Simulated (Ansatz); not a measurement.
**Geometry relaxation of C$_{2}$H$_{7}$NOSn (part 1 of 2)**

The run: geometry relaxation of C$_{2}$H$_{7}$NOSn. Method and program: RKS PBE0-D4/def2-SVP (Ansatz 0.2.0).

It belongs to a series of runs on one base structure; here: end point A relaxed. Figures and captions count atoms from 1; the log counts them from 0 in places.

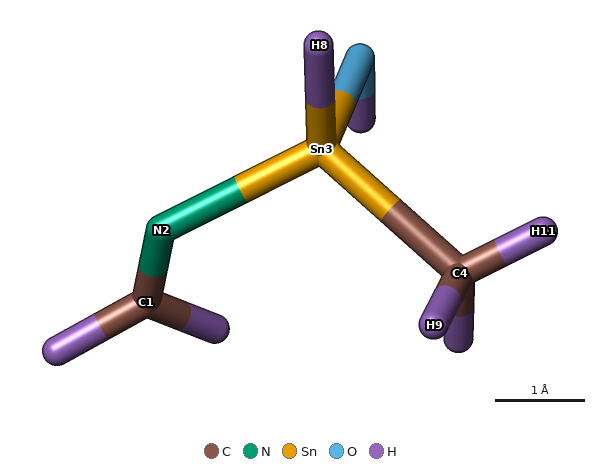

Fig. 1: The structure as given in the input (stick view, seen at a tilt; atoms are numbered from 1 in the order of the input). Sticks mark near contacts. Bond lengths as drawn: C–H 1.05 to 1.17 Å, C–N 1.23 Å, C–Sn 2.11 Å, H–O 0.99 Å, H–Sn 1.74 Å, N–Sn 2.03 Å and O–Sn 2.01 Å.

Summary:

```tsv
quantity	value
outcome	converged
total energy	−11545.1541 eV
mean-field energy	−11544.9427 eV
largest force (length of the vector) at the end	0.028 eV/Å
hardware	2 threads of AMD EPYC (Zen 3), 16 GiB of memory available, shared host
wall time	60 s (CPU time 1.9 min)
peak memory	0.31 GiB
```

The input:
```yaml
crystal:
  periodic: [false, false, false]
  atoms:
    - { symbol: C, position_ang: [-1.1237, 1.5595, 1.0782] }
    - { symbol: "N", position_ang: [-0.9724, 0.4, 1.464] }
    - { symbol: Sn, position_ang: [0.3886, -0.7892, 0.5339] }
    - { symbol: C, position_ang: [-0.0142, -0.9926, -1.5263] }
    - { symbol: O, position_ang: [2.2118, 0.0396, 0.6815] }
    - { symbol: H, position_ang: [-1.9127, 2.235, 1.5644] }
    - { symbol: H, position_ang: [-0.585, 2.0181, 0.2366] }
    - { symbol: H, position_ang: [0.4805, -2.3477, 1.3065] }
    - { symbol: H, position_ang: [-1.0871, -1.4524, -1.5678] }
    - { symbol: H, position_ang: [-0.0994, -0.0019, -1.9791] }
    - { symbol: H, position_ang: [0.6543, -1.645, -2.0034] }
    - { symbol: H, position_ang: [2.1364, 0.9213, 0.2456] }
basis:
  gaussian: { orbitals: def2-SVP }
hamiltonian:
  xc: pbe0
  dispersion: d4
relax:
  f_tol: 0.02
  max_steps: 50
```

Command:
```bash
ansatz run input.yaml --threads 2 --pin off --max-ram 3072MiB --backend cpu --events-out ev --progress --plain --runs-dir out
```

Output:
```
The last accepted step is kept in [file] (removed where the run ends without a failure and the disk answers)
Engine: ansatz 0.2.0, x86_64-unknown-linux-gnu
Functional definition: PBE0
  parameter a = 0.25
  parameter kappa = 0.804
  parameter beta = 0.06672455060314922
  exchange = (1 - a)*pbe_x(kappa = kappa, mu = beta*pi^2/3) + a*exact_x
  correlation = pbe_c(beta = beta)
1381 factors; integrals over basis functions are off by at most 4.3e-4 eV
mean field evaluation 1: about -11532.8284 eV, gradient 7.4e1 eV
mean field evaluation 2: about -11517.5873 eV, gradient 1.1e2 eV
mean field evaluation 4: about -11544.4092 eV, gradient 4.8e0 eV
mean field evaluation 8: about -11544.5124 eV, gradient 1.2e-1 eV
mean field evaluation 16: about -11544.5125 eV, gradient 1.3e-5 eV
mean field -11544.51245677 eV, -424.2530076349 hartree, gradient 1.3e-5 eV, S^2 0.000000; 0 other end points of the search recorded, 0 dependent functions left out
the calculation of the forces begins
reference -11544.51248757 eV, -424.2530087665 hartree; 28, 28 occupied and 89, 89 virtual orbitals, 1381 factors
relax step   1: F+E_penalty+E_count = -11544.72831474 eV  Δ(F+E_penalty+E_count) = +0.000e0 eV  max|allowed force component| = 3.667e0 eV/Å  Δτ_max = 0.0000 Å  (28 SCF iters, accepted)
these checks for a lower state are left out or cut short: starts, cluster_reference, orbital_swaps, neighbouring_geometries, increment
1381 factors; integrals over basis functions are off by at most 3.6e-4 eV
mean field -11544.56550925 eV, -424.2549572776 hartree, gradient 2.2e-5 eV, S^2 0.000000; 0 other end points of the search recorded, 0 dependent functions left out
[... from here on the field's lines of each further geometry are left out, up to the last ...]
relax step   2: F+E_penalty+E_count = -11544.77795909 eV  Δ(F+E_penalty+E_count) = -4.964e-2 eV  max|allowed force component| = 1.946e0 eV/Å  Δτ_max = 0.1949 Å  (32 SCF iters, accepted)
relax step   3: F+E_penalty+E_count = -11544.98046270 eV  Δ(F+E_penalty+E_count) = -2.025e-1 eV  max|allowed force component| = 1.974e0 eV/Å  Δτ_max = 0.1619 Å  (32 SCF iters, accepted)
relax step   4: F+E_penalty+E_count = -11545.04076792 eV  Δ(F+E_penalty+E_count) = -6.031e-2 eV  max|allowed force component| = 3.794e-1 eV/Å  Δτ_max = 0.2000 Å  (32 SCF iters, accepted)
relax step   5: F+E_penalty+E_count = -11545.06904431 eV  Δ(F+E_penalty+E_count) = -2.828e-2 eV  max|allowed force component| = 2.019e-1 eV/Å  Δτ_max = 0.1703 Å  (32 SCF iters, accepted)
relax step   6: F+E_penalty+E_count = -11545.08212117 eV  Δ(F+E_penalty+E_count) = -1.308e-2 eV  max|allowed force component| = 1.432e-1 eV/Å  Δτ_max = 0.1541 Å  (32 SCF iters, accepted)
relax step   7: F+E_penalty+E_count = -11545.09292226 eV  Δ(F+E_penalty+E_count) = -1.080e-2 eV  max|allowed force component| = 1.756e-1 eV/Å  Δτ_max = 0.1998 Å  (32 SCF iters, accepted)
relax step   8: F+E_penalty+E_count = -11545.09261354 eV  Δ(F+E_penalty+E_count) = +3.087e-4 eV  max|allowed force component| = 1.190e0 eV/Å  Δτ_max = 0.1924 Å  (32 SCF iters, rejected (line search))
relax step   9: F+E_penalty+E_count = -11545.08037474 eV  Δ(F+E_penalty+E_count) = +1.255e-2 eV  max|allowed force component| = 8.013e-1 eV/Å  Δτ_max = 0.0686 Å  (32 SCF iters, rejected (line search))
relax step  10: F+E_penalty+E_count = -11545.10025506 eV  Δ(F+E_penalty+E_count) = -7.333e-3 eV  max|allowed force component| = 9.296e-2 eV/Å  Δτ_max = 0.0334 Å  (32 SCF iters, accepted)
relax step  11: F+E_penalty+E_count = -11545.11277391 eV  Δ(F+E_penalty+E_count) = -1.252e-2 eV  max|allowed force component| = 1.499e-1 eV/Å  Δτ_max = 0.1000 Å  (31 SCF iters, accepted)
relax step  12: F+E_penalty+E_count = -11545.12411476 eV  Δ(F+E_penalty+E_count) = -1.134e-2 eV  max|allowed force component| = 6.784e-1 eV/Å  Δτ_max = 0.1444 Å  (32 SCF iters, accepted)
relax step  13: F+E_penalty+E_count = -11545.13380799 eV  Δ(F+E_penalty+E_count) = -9.693e-3 eV  max|allowed force component| = 5.905e-1 eV/Å  Δτ_max = 0.1124 Å  (32 SCF iters, accepted)
relax step  14: F+E_penalty+E_count = -11545.13831586 eV  Δ(F+E_penalty+E_count) = -4.508e-3 eV  max|allowed force component| = 4.700e-1 eV/Å  Δτ_max = 0.0219 Å  (32 SCF iters, accepted)
relax step  15: F+E_penalty+E_count = -11545.14717760 eV  Δ(F+E_penalty+E_count) = -8.862e-3 eV  max|allowed force component| = 3.098e-1 eV/Å  Δτ_max = 0.1660 Å  (32 SCF iters, accepted)
relax step  16: F+E_penalty+E_count = -11545.01563180 eV  Δ(F+E_penalty+E_count) = +1.315e-1 eV  max|allowed force component| = 2.061e0 eV/Å  Δτ_max = 0.1520 Å  (32 SCF iters, rejected (line search))
relax step  17: F+E_penalty+E_count = -11545.15198447 eV  Δ(F+E_penalty+E_count) = -4.807e-3 eV  max|allowed force component| = 1.788e-1 eV/Å  Δτ_max = 0.0759 Å  (32 SCF iters, accepted)
relax step  18: F+E_penalty+E_count = -11545.15284750 eV  Δ(F+E_penalty+E_count) = -8.630e-4 eV  max|allowed force component| = 1.370e-1 eV/Å  Δτ_max = 0.0336 Å  (32 SCF iters, accepted)
the calculation of the forces begins
reference -11544.94267545 eV, -424.2688178796 hartree; 28, 28 occupied and 89, 89 virtual orbitals, 1381 factors
relax step  19: F+E_penalty+E_count = -11545.15404657 eV  Δ(F+E_penalty+E_count) = -1.199e-3 eV  max|allowed force component| = 1.884e-2 eV/Å  Δτ_max = 0.0180 Å  (34 SCF iters, accepted)
```

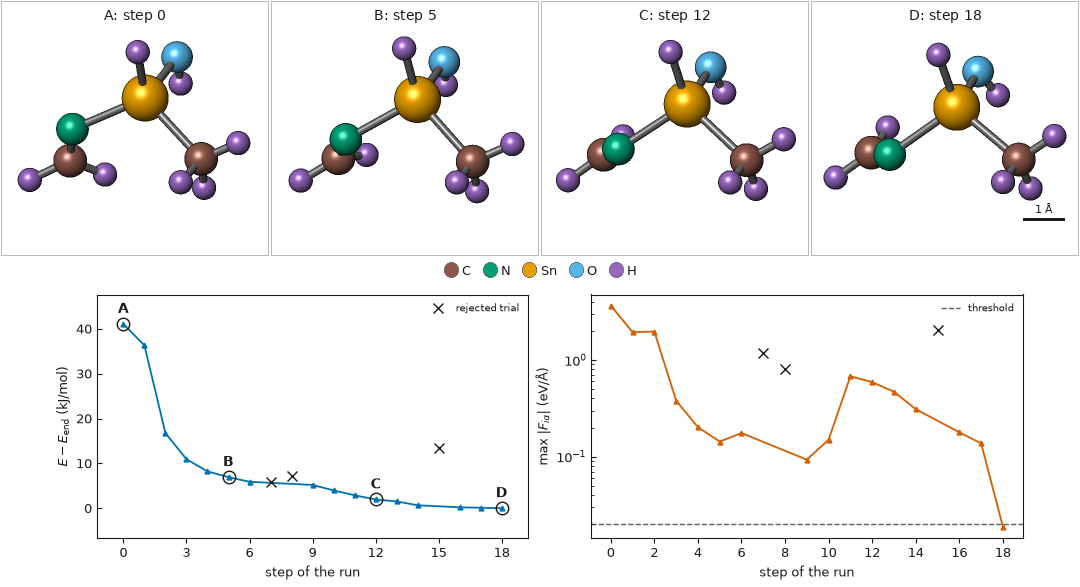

Fig. 2: Frames of the relaxation (ball-and-stick view, seen at a tilt) above the curves, on which the letters mark them (the first geometry is step 0 here and step 1 in the log).

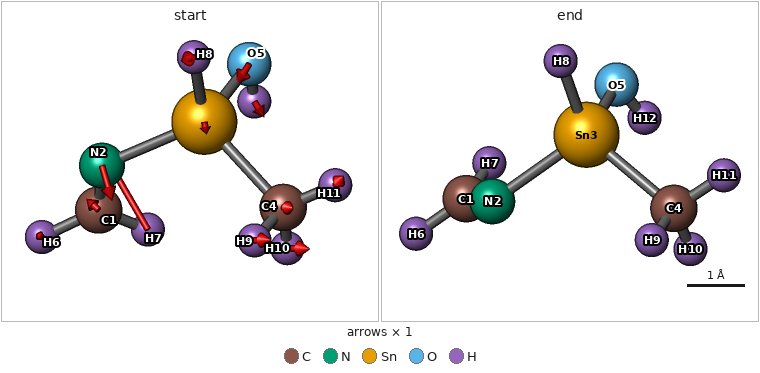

Fig. 3: Before (left) and after (right) the relaxation, at one scale (ball-and-stick view, seen at a tilt). The red arrows give the displacements, at true length. The atom that moves furthest after the best rigid fit is H7 (1.40 Å). Largest moves by element: H 1.40 Å, N 0.66 Å, O 0.46 Å, C 0.32 Å, Sn 0.23 Å. Among the contacts that change: C4–H9 1.168 → 1.099 Å, C4–H11 1.049 → 1.099 Å, N2–Sn3 2.033 → 2.077 Å, C1–H6 1.147 → 1.109 Å. Among the angles that change: Sn3–O5–H12 105.5° → 112.8°, H10–C4–H11 115.2° → 109.4°, C4–Sn3–H8 110.9° → 116.5°. The energy falls by 41.1 kJ/mol in 18 geometry steps. Largest force component: 3.7 eV/Å at the start, 0.019 eV/Å at the end. The line search rejected the trial steps at points 7, 8, 15 (counted from 0) and went back. (Atoms are counted from 1 in the order of the input.)

```
1381 factors; integrals over basis functions are off by at most 4.3e-4 eV
mean field -11544.94264384 eV, -424.2688167180 hartree, gradient 1.3e-5 eV, S^2 0.000000; 1 other end points of the search recorded, 0 dependent functions left out
the calculation of the forces begins
reference -11544.94267545 eV, -424.2688178796 hartree; 28, 28 occupied and 89, 89 virtual orbitals, 1381 factors
Total energy: -11545.15407818 eV, -424.2765867866 hartree
Atom 0 at    -1.060723     1.645770     1.383984 Å, force    -0.018838     0.018320     0.008581 eV/Å
Atom 1 at    -1.325402     0.495512     0.931227 Å, force     0.013084    -0.007407     0.000024 eV/Å
Atom 2 at     0.266951    -0.708955     0.360013 Å, force     0.000733    -0.008605    -0.003470 eV/Å
Atom 3 at    -0.029938    -1.254773    -1.687506 Å, force     0.003043     0.003058    -0.000258 eV/Å
Atom 4 at     1.914973     0.393569     0.607404 Å, force     0.001210     0.004903    -0.005523 eV/Å
Atom 5 at    -1.886920     2.317828     1.694144 Å, force    -0.005149    -0.000338     0.000879 eV/Å
Atom 6 at    -0.041082     2.070035     1.509951 Å, force     0.009756    -0.009912    -0.004422 eV/Å
Atom 7 at     0.454792    -1.992030     1.471380 Å, force    -0.007856     0.000526     0.001543 eV/Å
Atom 8 at    -1.010364    -1.741661    -1.787721 Å, force     0.002252    -0.000089    -0.000652 eV/Å
Atom 9 at    -0.015088    -0.355462    -2.318987 Å, force    -0.003338     0.000845     0.001576 eV/Å
Atom 10 at     0.755517    -1.946999    -2.020240 Å, force    -0.000393    -0.002389     0.001876 eV/Å
Atom 11 at     2.054385     1.021865    -0.109548 Å, force     0.005496     0.001088    -0.000154 eV/Å
Dipole moment:     0.038906     0.027812    -0.406167 e Å
```

Trajectory as extended XYZ (Å, eV, eV/Å), 19 frames, from step=1 to step=19:
```
12
Properties=species:S:1:pos:R:3:forces:R:3 step=1 energy=-11544.72832
C    -1.1237    1.5595    1.0782   -1.3504   2.4361  -0.1335
N    -0.9724    0.4000    1.4640   -0.1710  -1.8883   1.1713
Sn    0.3886   -0.7892    0.5339    1.0893  -1.1999   0.2133
C    -0.0142   -0.9926   -1.5263   -3.6669   0.3535   0.7998
O     2.2118    0.0396    0.6815   -0.4361   0.9426  -0.4012
H    -1.9127    2.2350    1.5644    0.7635  -0.4955  -0.4231
H    -0.5850    2.0181    0.2366    0.2140   0.5038  -0.3144
H     0.4805   -2.3477    1.3065    0.0023   0.5025  -0.0375
H    -1.0871   -1.4524   -1.5678    1.7010   0.6268  -0.0986
H    -0.0994   -0.0019   -1.9791    0.2317   0.0863  -0.3334
H     0.6543   -1.6450   -2.0034    1.3023  -0.9964  -0.9457
H     2.1364    0.9213    0.2456    0.3203  -0.8715   0.5031
12
Properties=species:S:1:pos:R:3:forces:R:3 step=2 energy=-11544.77796
C    -1.2413    1.5223    0.9886    1.9463   1.2184   1.3293
N    -0.9642    0.3744    1.4445   -0.8172  -0.0851  -0.4665
Sn    0.4457   -0.8391    0.5199    0.0033   0.3533  -0.0969
C    -0.1126   -0.9948   -1.5600   -0.9102  -0.2504   0.2920
O     2.2410    0.0259    0.7460   -0.2512   0.3699  -0.3912
H    -1.9258    2.2055    1.5734   -0.1778  -0.5732  -0.6875
H    -0.5170    2.1238    0.3284   -1.0473  -0.5534  -0.1386
H     0.5648   -2.2487    1.4517    0.0299  -0.1425   0.0100
H    -1.1258   -1.4608   -1.6767    0.6223   0.2169   0.2506
H    -0.1597   -0.0118   -2.0466    0.2143   0.0525   0.0395
H     0.6178   -1.6435   -2.0337    0.3075  -0.1528  -0.4106
H     2.2542    0.8916    0.2985    0.0801  -0.4537   0.2698
12
Properties=species:S:1:pos:R:3:forces:R:3 step=3 energy=-11544.98046
C    -1.1513    1.6008    1.0979    0.3024  -1.4566   0.2747
N    -1.0379    0.3531    1.4092   -0.2941   1.9736  -0.4073
Sn    0.4157   -0.8312    0.5076    0.0257   0.1619  -0.0514
C    -0.0927   -1.0292   -1.5730   -0.6792  -0.1999   0.1810
O     2.2048    0.0414    0.7267   -0.2069   0.2993  -0.2696
H    -1.9513    2.2283    1.5956    0.5649  -0.3598  -0.4227
H    -0.4860    2.1398    0.3463   -0.5584  -0.1709   0.5785
H     0.5553   -2.2491    1.4315    0.0103  -0.0791   0.0229
H    -1.0896   -1.5155   -1.6758    0.4149   0.1580   0.1351
H    -0.1624   -0.0411   -2.0472    0.1580   0.0217  -0.0264
H     0.6517   -1.6573   -2.0661    0.1881  -0.0279  -0.2105
H     2.2209    0.9045    0.2815    0.0743  -0.3203   0.1958
12
Properties=species:S:1:pos:R:3:forces:R:3 step=4 energy=-11545.04077
C    -1.1317    1.6068    1.1155   -0.0493   0.3794   0.0191
N    -1.0499    0.3726    1.3405   -0.0788  -0.1708  -0.0128
Sn    0.4078   -0.8314    0.4897    0.2382   0.1076  -0.0320
C    -0.0984   -1.0692   -1.5769    0.1461  -0.0265  -0.0749
O     2.1929    0.0485    0.6705   -0.0519  -0.1621   0.0697
H    -1.9528    2.2093    1.5471   -0.2024  -0.0710   0.1542
H    -0.4556    2.2503    0.5102    0.2629  -0.1719  -0.1259
H     0.5204   -2.2569    1.4275    0.0314   0.0970  -0.0307
H    -1.0642   -1.5835   -1.6244   -0.1430  -0.0223  -0.1193
H    -0.1729   -0.0879   -2.0652   -0.1027   0.0478   0.0664
H     0.6546   -1.6579   -2.1212   -0.0011  -0.0577   0.1268
H     2.2270    0.9439    0.3208   -0.0495   0.0507  -0.0405
```
